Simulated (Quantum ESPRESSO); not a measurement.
# Dipole at the next field: 1T-TiO2, 1 layer

Method. Quantum ESPRESSO 7.5, PBE, GBRV ultrasoft; sawtooth field along the normal with dipole correction, ions clamped, threshold 1e-9 Ry; cell area 7.740 Å².

```
field (V/Å)  dipole (e Å a cell)
          0              0.00000
        0.1              0.01289
        0.2              0.02573
```

One more run was made and is withheld. What is the dipole at 0.4 V/Å, and what electrostatic thickness 4πα/A follows from the rows?

**Fit.** The slope is (0.02573 − (0.00000))/0.2 = 0.1286 e Å²/V, so 4πα/A = 180.95 × 0.1286/7.740 = 3.01 Å. Linear response gives p = 0.00000 + 0.1286 × (0.4) = 0.05146 e Å; a parabola through the three rows gives 0.05126.

What the calculation gave: p = 0.05153 e Å. The line misses by 0.1 % of the induced dipole and the parabola by 0.5 %. The response is linear over this range.

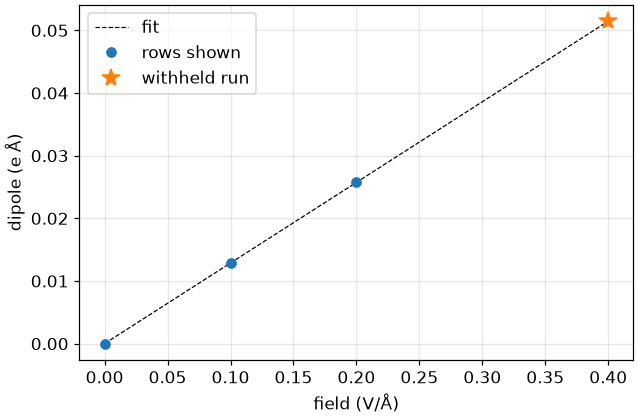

The rows shown, the fit and the withheld run.

Caveats: Electrons alone respond; local and semilocal functionals tend to overscreen.

[Logs are printed without paths, hosts, clocks, repeated set-up lines and the standing remarks that a program may print on its own settings, such as how far it seeks lower states.]
